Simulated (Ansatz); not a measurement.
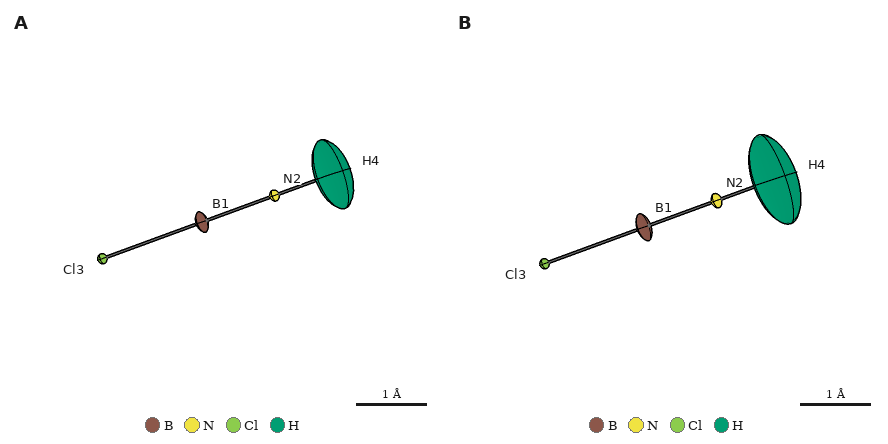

Displacement ellipsoids at the 50 % level, scaled by 1.5, from the internal vibrations of the free molecule (harmonic, no overall translation or rotation; no half-axis is drawn under 0.075 Å). Vibrations computed with RKS PBE0-D4/def2-TZVP (Ansatz 0.2.0). One panel is for 298 K, the other for 600 K.

> Which panel is for 600 K?

B.

> How much does the mean-square displacement of B1 grow, and why?

U_eq goes from 0.0033 to 0.0056 Å², a factor of 1.7. Modes below kT (417 cm⁻¹ at 600 K) grow about in proportion to T, and the lowest lies at 363 cm⁻¹; the mean-square amplitude of a mode is its zero-point value times coth(ħω/2kT), which comes close to 1 only above about 3kT.
